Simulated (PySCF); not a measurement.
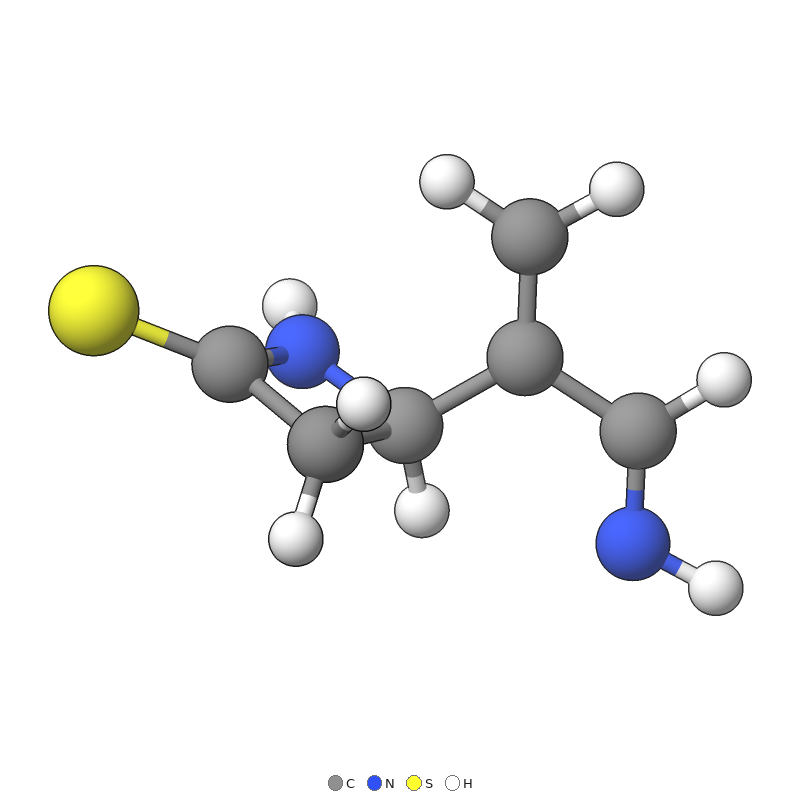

The computed structure is the end point of a GFN2-xTB optimisation. No frequency run is at hand to confirm it as a minimum. Method: PBE0/pcSseg-1, gas phase (PySCF 2.14.0).

Predict the main results.

The species is C6H8N2S (`[H]/N=C/C(=C)[C@H]1CC(=S)N1`).
- dipole moment: 5.69 D
- HOMO energy (Kohn–Sham orbital): −6.04 eV
- LUMO energy (Kohn–Sham orbital): −1.70 eV
- HOMO–LUMO gap: 4.34 eV
